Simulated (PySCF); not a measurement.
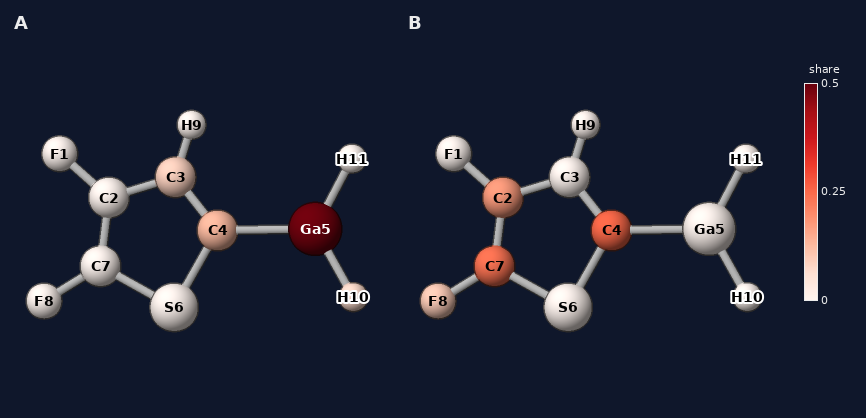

Each panel colours the atoms by their Löwdin share in one orbital (up to four of the largest shares; other atoms are shown as zero). The geometry was computed by an optimisation with GFN2-xTB. No frequency run is at hand to confirm it as a minimum. Computed with ωB97X-D/def2-SVPD (PySCF 2.14.0).

### The panels show the HOMO, LUMO, in some order. Which is which?

A: LUMO, −0.52 eV; Ga5 0.49, C4 0.13, C3 0.08, H10 0.07
B: HOMO, −8.94 eV; C4 0.25, C7 0.24, C2 0.17, F8 0.10

The geometry is semi-empirical. Around Ga such bond lengths and angles can be off by a tenth of an ångström or more and by several degrees, and values that hang on the shape move with them.
